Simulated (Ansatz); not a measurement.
**CH$_{5}$BFNOSi: one change and its effect**

System: CH$_{5}$BFNOSi.
Method of run 1: RKS wB97M-V/def2-SVP (Ansatz 0.2.0).

The geometry comes from this level: PBE0-D4/def2-TZVP. Text and figures count atoms from 1; the logs count them from 0 in places.

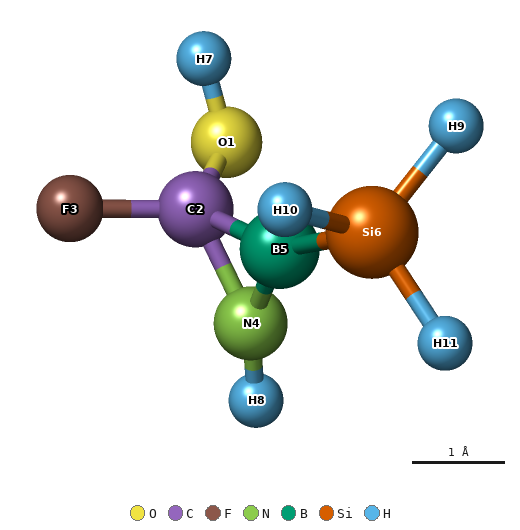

Fig. 1: The input geometry (ball-and-stick view, seen at a tilt; atoms are numbered from 1 in the order of the input).

## Input, run 1
```yaml
crystal:
  periodic: [false, false, false]
  atoms:
    - {symbol: O, position_ang: [-0.016988, -2.378969, 0.539064]}
    - {symbol: C, position_ang: [0.662873, -1.213013, 0.293417]}
    - {symbol: F, position_ang: [1.901120, -1.278588, 0.900567]}
    - {symbol: N, position_ang: [0.670170, -0.766884, -1.027344]}
    - {symbol: B, position_ang: [0.080375, 0.143619, -0.196139]}
    - {symbol: Si, position_ang: [-0.824337, 1.910761, -0.055254]}
    - {symbol: H, position_ang: [-0.184985, -2.436228, 1.484260]}
    - {symbol: H, position_ang: [0.956843, -1.133245, -1.922037]}
    - {symbol: H, position_ang: [-2.163307, 1.728018, 0.566345]}
    - {symbol: H, position_ang: [-0.019217, 2.805029, 0.818585]}
    - {symbol: H, position_ang: [-0.997047, 2.562499, -1.380964]}
basis:
  gaussian: {orbitals: def2-SVP}
hamiltonian: {xc: {name: wB97M-V}}
output: {orbitals: {seedname: orbitals}}
```

Hardware: 4 threads of Oxide Virtual Turin-like, 27 GiB of memory available, shared host.

## Output (run 1)
```
Functional definition: wB97M-V
  parameter omega = 0.3/bohr
  parameter cx = 0.15
  parameter cx01 = 1.007
  parameter cx10 = 0.259
  parameter css00 = 0.443
  parameter css04 = -1.437
  parameter css10 = -4.535
  parameter css20 = -3.390
  parameter css43 = 4.278
  parameter cos00 = 1.000
  parameter cos10 = 1.358
  parameter cos20 = 2.924
  parameter cos21 = -8.812
  parameter cos60 = -1.390
  parameter cos61 = 9.142
  parameter b = 6.0
  parameter c = 0.01
  gx(w, u) = 1 - cx + cx01*u + cx10*w
  gss(w, u) = css00 + css04*u^4 + css10*w + css20*w^2 + css43*w^4*u^3
  gos(w, u) = cos00 + cos10*w + (cos20 + cos21*u)*w^2 + (cos60 + cos61*u)*w^6
  exchange = spin_sum(e_x_unif_sr(omega)*gx(b97_w, b97_u_x)) + cx*exact_x_sr(omega) + exact_x_lr(omega)
  correlation = spin_sum(e_c_pw_mod_same_spin*gss(b97_w, b97_u_same))
      + integral(e_c_pw_mod_opposite_spin*gos(b97_w_opposite, b97_u_opposite)) + vv10(b, c)
1261 factors; their error is unknown
322 factors; integrals over basis functions are off by at most 7.6e-6 eV
mean field evaluation 1: about -15909.0012 eV, gradient 4.9e1 eV
mean field evaluation 2: about -15909.8570 eV, gradient 4.7e1 eV
mean field evaluation 4: about -15913.5901 eV, gradient 1.8e0 eV
mean field evaluation 8: about -15913.5981 eV, gradient 2.7e-2 eV
mean field evaluation 16: about -15913.5871 eV, gradient 9.8e-5 eV
mean field -15913.58714371 eV, -584.8135409146 hartree, gradient 1.3e-5 eV, S^2 0.000000; 0 other end points of the search recorded, 0 dependent functions left out
reference -15913.58718682 eV, -584.8135424987 hartree; 27, 27 occupied and 86, 86 virtual orbitals, 1261 factors
Total energy: -15913.58718682 eV, -584.8135424987 hartree
```

Run 2 used a changed input.

## The two runs side by side

| quantity | run 1 | run 2 |
| --- | --- | --- |
| outcome | converged | converged |
| total energy (hartree) | −584.813542 | −585.291333 |
| HOMO (eV) | −9.54 | −9.73 |
| LUMO (eV) | 1.25 | 0.88 |
| basis functions | 113 | 505 |
| wall time (shared host) | 3.3 s | 16 s |

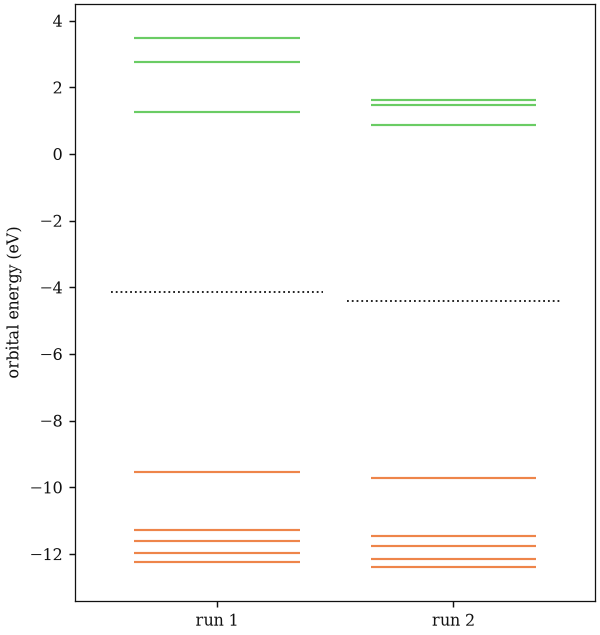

Fig. 2: The five highest filled and three lowest empty orbital energies of the two runs; the dotted lines part filled from empty levels. The HOMO–LUMO gap is 10.78 eV in run 1 and 10.61 eV in run 2.

What was changed in the input?

The change (lines with − go, lines with + come):
```diff
-  gaussian: {orbitals: def2-SVP}
+  gaussian: {orbitals: "def2-QZVPP.json"}
```

The total energy of run 2 is 299.8 kcal/mol lower, which measures the change of basis and not a stability. The HOMO goes from −9.54 to −9.73 eV. The LUMO goes from 1.25 to 0.88 eV. The basis functions go from 113 to 505. On the same kind of shared host run 2 took about 4.7 times as long.

## Output (run 2)
```
Functional definition: wB97M-V
  parameter omega = 0.3/bohr
  parameter cx = 0.15
  parameter cx01 = 1.007
  parameter cx10 = 0.259
  parameter css00 = 0.443
  parameter css04 = -1.437
  parameter css10 = -4.535
  parameter css20 = -3.390
  parameter css43 = 4.278
  parameter cos00 = 1.000
  parameter cos10 = 1.358
  parameter cos20 = 2.924
  parameter cos21 = -8.812
  parameter cos60 = -1.390
  parameter cos61 = 9.142
  parameter b = 6.0
  parameter c = 0.01
  gx(w, u) = 1 - cx + cx01*u + cx10*w
  gss(w, u) = css00 + css04*u^4 + css10*w + css20*w^2 + css43*w^4*u^3
  gos(w, u) = cos00 + cos10*w + (cos20 + cos21*u)*w^2 + (cos60 + cos61*u)*w^6
  exchange = spin_sum(e_x_unif_sr(omega)*gx(b97_w, b97_u_x)) + cx*exact_x_sr(omega) + exact_x_lr(omega)
  correlation = spin_sum(e_c_pw_mod_same_spin*gss(b97_w, b97_u_same))
      + integral(e_c_pw_mod_opposite_spin*gos(b97_w_opposite, b97_u_opposite)) + vv10(b, c)
1579 factors; their error is unknown
402 factors; integrals over basis functions are off by at most 1.1e-5 eV
mean field evaluation 1: about -15920.3509 eV, gradient 6.0e1 eV
mean field evaluation 2: about -15920.9572 eV, gradient 5.9e1 eV
mean field evaluation 4: about -15926.5778 eV, gradient 2.5e0 eV
mean field evaluation 8: about -15926.5895 eV, gradient 4.4e-2 eV
mean field evaluation 16: about -15926.5885 eV, gradient 1.4e-4 eV
mean field -15926.58845319 eV, -585.2913302253 hartree, gradient 3.5e-5 eV, S^2 0.000000; 0 other end points of the search recorded, 0 dependent functions left out
reference -15926.58852255 eV, -585.2913327742 hartree; 27, 27 occupied and 478, 478 virtual orbitals, 1579 factors
Total energy: -15926.58852255 eV, -585.2913327742 hartree
```
